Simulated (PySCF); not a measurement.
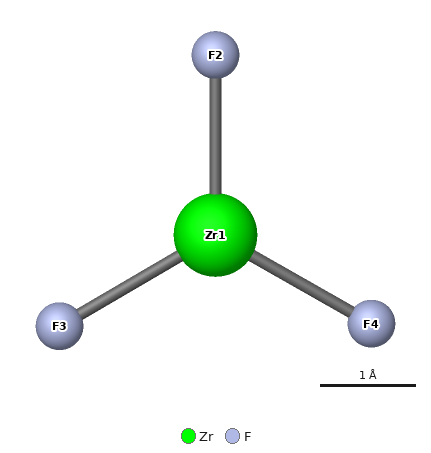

The input geometry (ball-and-stick view, seen on its broad side; atoms are numbered from 1 in the order of the input). Sticks mark near contacts. Bond lengths as drawn: F–Zr 1.90 Å.

**Run report: ZrF3, frequency calculation**

System: ZrF3, multiplicity 2.
Method: UKS-based PBE0, Zr def2-TZVP with ECP28, F def2-TZVP; non-relativistic Hamiltonian with a scalar-relativistic core potential; density fitting (PySCF 2.14.0).

Log:
```
init E= -346.641803040623
  alpha nocc = 20  HOMO = -0.218893860274711  LUMO = -0.0505453268421136
  beta  nocc = 19  HOMO = -0.432635240524652  LUMO = -0.08840613860961
  HOMO = -0.218893860275  LUMO = -0.0884061386096  gap/eV = 3.55075
cycle= 1 E= -346.641803040617  delta_E= 5.51e-12  |g|= 5.24e-06  |ddm|= 4.79e-06
  alpha nocc = 20  HOMO = -0.218892836823759  LUMO = -0.0505442650654277
  beta  nocc = 19  HOMO = -0.432636491202033  LUMO = -0.0884053064510759
  HOMO = -0.218892836824  LUMO = -0.0884053064511  gap/eV = 3.55075
Extra cycle  E= -346.641803040593  delta_E= 2.44e-11  |g|= 1.02e-05  |ddm|= 7.78e-06
converged SCF energy = -346.641803040593  <S^2> = 0.75158582  2S+1 = 2.0015852
```

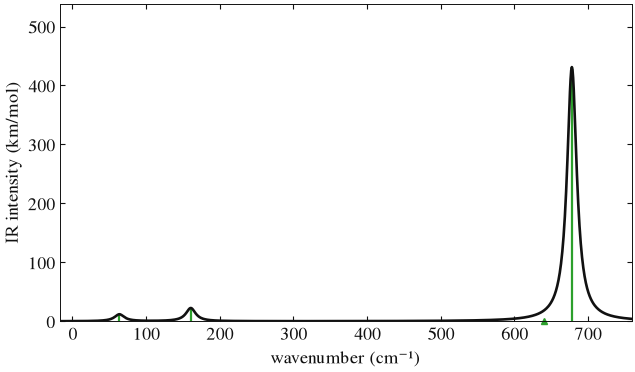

Harmonic infrared spectrum, unscaled: sticks (degenerate modes added up, dark ones marked on the axis) with a Lorentzian envelope of 16 cm⁻¹ full width, scaled to the tallest stick. 6 modes from 64 to 678 cm⁻¹, none imaginary. The strongest line is at 678 cm⁻¹ (431 km/mol). All modes, in cm⁻¹ (km/mol): 64 (11.7), 161 (11.2), 161 (11.2), 641 (0.0), 678 (216), 678 (216).

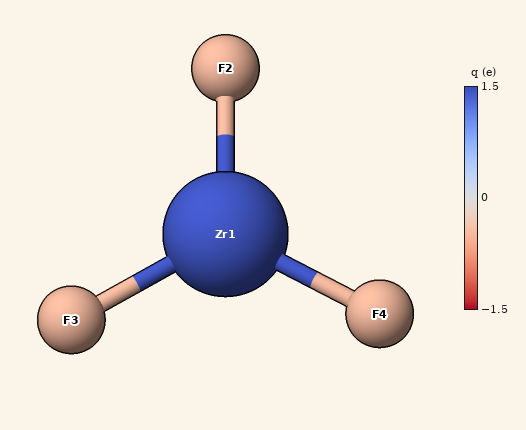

Mulliken charges, as the colour of each atom (ball-and-stick view, seen at a tilt; atoms are numbered from 1 in the order of the input). By element: Zr +1.39 and F −0.46 e.

The run was set up as follows.

The input:
```python
from pyscf import gto, scf, dft
mol = gto.M(atom='''
Zr     0.000000    -0.000000     0.000000
F      1.902729    -0.000000     0.000000
F     -0.951365     1.647812     0.000000
F     -0.951365    -1.647812     0.000000''',
    basis={'Zr': 'def2-TZVP', 'F': 'def2-TZVP'},
    ecp={'Zr': 'def2-TZVP'},
    charge=0, spin=1)
mf = dft.UKS(mol, xc='PBE0')
mf.grids.atom_grid = (75, 302)
aux = {'Zr': 'def2-universal-JKFIT', 'F': 'def2-universal-JKFIT'}
mf = mf.density_fit(auxbasis=aux)
mf.conv_tol = 1e-09
mf.diis_space = 10
mf.max_cycle = 60
mf.verbose = 4
mf.kernel()
```

The script is an equivalent of the set-up of the self-consistent field. The run itself was carried out by a driver, which started from the orbitals of the step before it where there was one and computed the further properties.

Command:
```bash
OMP_NUM_THREADS=4 python axn.py task.json out
```

Summary:

```json
{"quantity": "outcome", "value": "converged"}
{"quantity": "total energy", "value": "−346.641803 hartree"}
{"quantity": "⟨S²⟩", "value": "0.752"}
{"quantity": "zero-point energy", "value": "0.005426 hartree"}
{"quantity": "dipole moment", "value": "0.00 D"}
{"quantity": "wavenumbers, lowest and highest", "value": "64 and 678 cm⁻¹"}
{"quantity": "hardware", "value": "4 threads of Arm Neoverse V1, 24 GiB of memory available, shared host"}
{"quantity": "wall time", "value": "44 s (CPU time 2.3 min)"}
{"quantity": "peak memory", "value": "1.4 GiB"}
```
